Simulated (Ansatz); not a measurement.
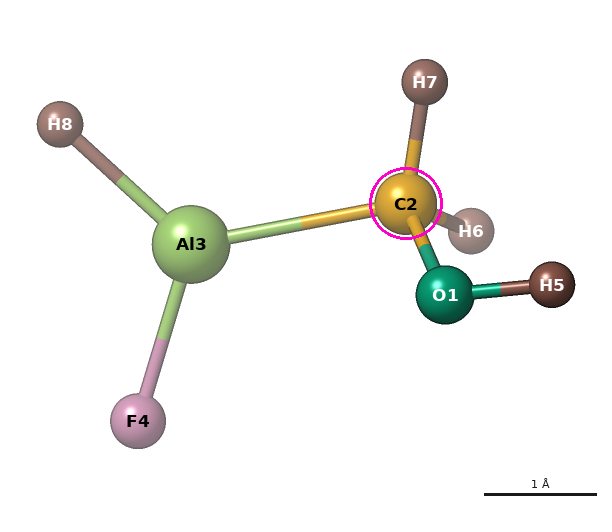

Orthographic view. Atoms fade into the background with distance from the viewer. Computed geometry: PBE-D4/def2-SVP optimisation. No frequency run is at hand to confirm it as a minimum.

Q: Which atoms are bonded to the circled atom?

A: The circled atom is C2; it is bonded to O1, Al3, H6, H7.

Q: Which two atoms are farthest apart in space?

A: H5 and H8, 4.89 Å.

Q: Of O1 and C2, which is nearer the viewer?

A: O1; the bond to C2 points away from the viewer, so it looks shorter than its 1.43 Å.
